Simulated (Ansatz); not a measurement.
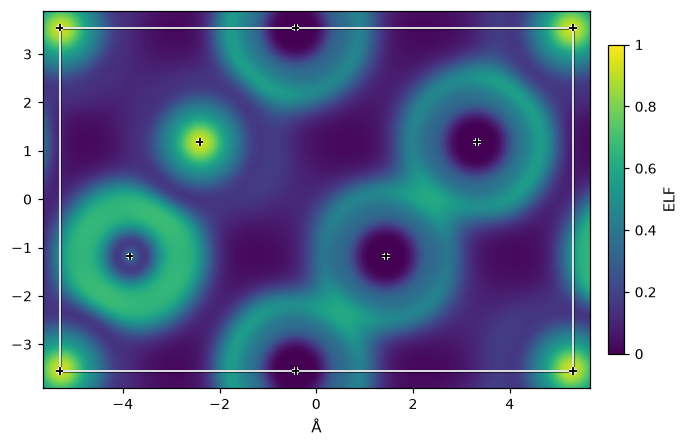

The electron localisation function on a plane through atoms (crosses mark nuclei in the plane).

All numbers below come from DFT, r2SCAN+rVV10, plane waves, PAW in Ansatz 0.2.0.

Candidates:
A. Ag2PtN2, a = 3.78 Å, b = 3.78 Å, c = 10.68 Å, α = 90.00°, β = 90.00°, γ = 90.00°. Space group I4/mmm; a structure from a database of computed crystals, not necessarily the ambient phase; started from the K2NiO2-139 prototype, which need not be the ambient phase.
B. Cd2Sb3As, a = 4.10 Å, b = 4.10 Å, c = 10.61 Å, α = 90.00°, β = 90.00°, γ = 120.00°. Space group P-3m1; a structure from a database of computed crystals, not necessarily the ambient phase; started from the Eu2H3Cl-164 prototype, which need not be the ambient phase.

### Which candidate gave the map?

Candidate B: Cd2Sb3As on the (110) plane of the conventional cell, which holds Cd, Sb and As. Cd–As (2.77 Å): the ELF is about 0.35 at the midpoint and 0.15 at its lowest between the atoms. Sb–Sb (3.02 Å): the ELF peaks at about 0.60 between the atoms.
